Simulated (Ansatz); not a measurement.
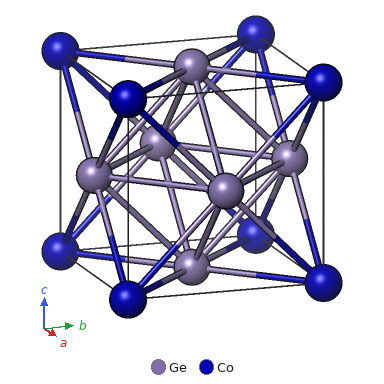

System: CoGe₃, space group Pm-3m (No. 221) (cell built by us, not taken from a database). The picture shows the cell.

Structure:
```xyz
4
Lattice="3.9258 0.0000 0.0000 0.0000 3.9258 0.0000 0.0000 0.0000 3.9258" Properties=species:S:1:pos:R:3 pbc="T T T"
Ge    0.0000    1.9629    1.9629
Ge    1.9629    0.0000    1.9629
Ge    1.9629    1.9629    0.0000
Co    0.0000    0.0000    0.0000
```

How it was computed, with Ansatz 0.2.0: several magnetic starts of one crystal ranked at fixed atoms, signs over the magnetic atoms (u up, d down), a propagation vector with a half doubling the cell with reversed moments; plane-wave DFT of a periodic cell. Level: PBEsol.

cell charge 0 e; exact exchange fraction 0; dispersion correction none; potentials PAW default; wave cutoff 420 eV; k mesh 10x10x10; occupation rule Gaussian; occupation width 0.1 eV.

The k mesh is that of the cell as given; doubled cells use half as many points along the doubled vectors; key: 1 = non-magnetic; 2 = parallel large; 3 = antiferromagnetic doubled q=(0 0 1/2); 4 = antiferromagnetic doubled q=(0 1/2 1/2); 5 = antiferromagnetic doubled q=(1/2 1/2 1/2).

What does the calculation give for the energy above the lowest of each magnetic start?

No. 4 ended non-magnetic; no. 5 ended non-magnetic. Among these starts the lowest is no. 3; the next, no. 2, is 6.114 meV/atom higher.

```tsv
magnetic start	energy above the lowest (meV/atom)	largest site moment (μB)	final order
no. 1	6.301	0.000	non-magnetic
no. 2	6.114	0.763	ferromagnetic
no. 3	0.000	0.944	antiferromagnetic
no. 4	6.301	0.000	non-magnetic
no. 5	6.301	0.000	non-magnetic
```

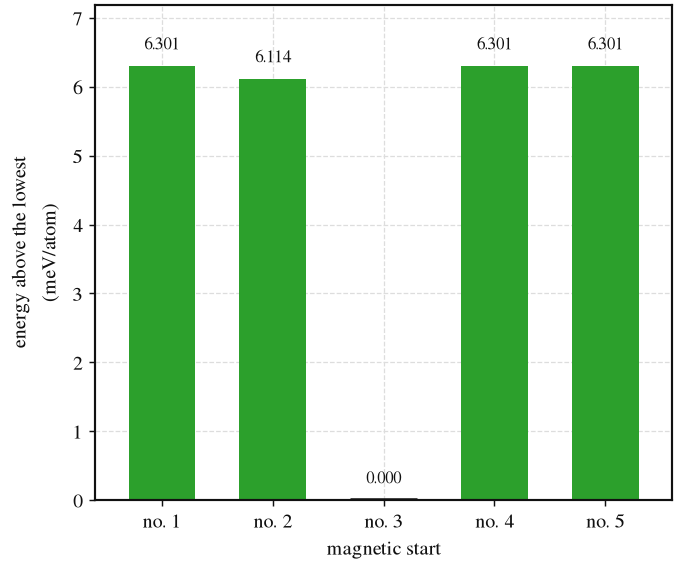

Caveats: in some of the runs the starting moments died away.
